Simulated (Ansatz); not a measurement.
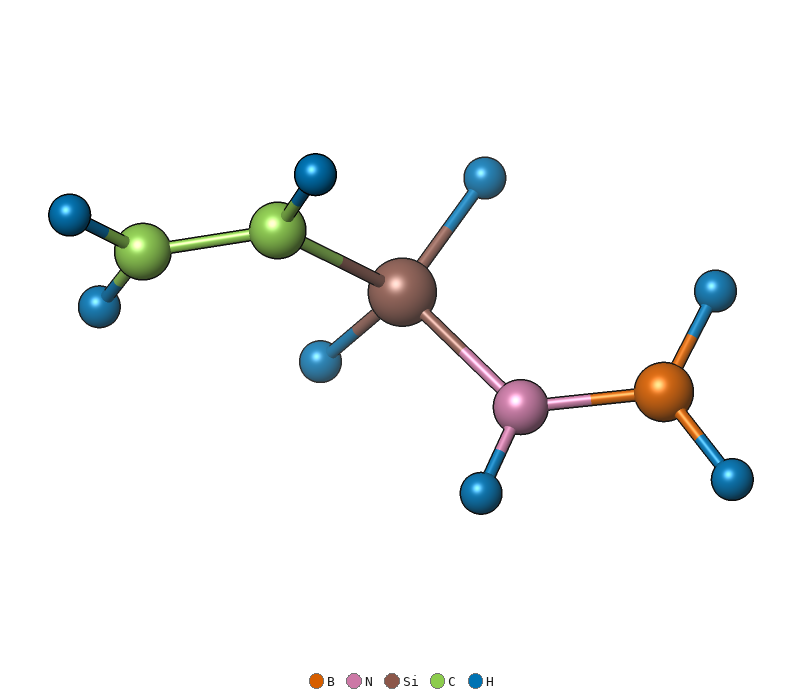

Computed geometry: PBE0-D4/def2-TZVP optimisation.

Draw it as a skeletal formula.

SMILES: BN[SiH2]C=C

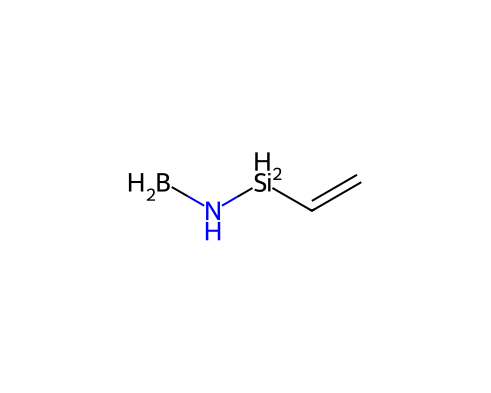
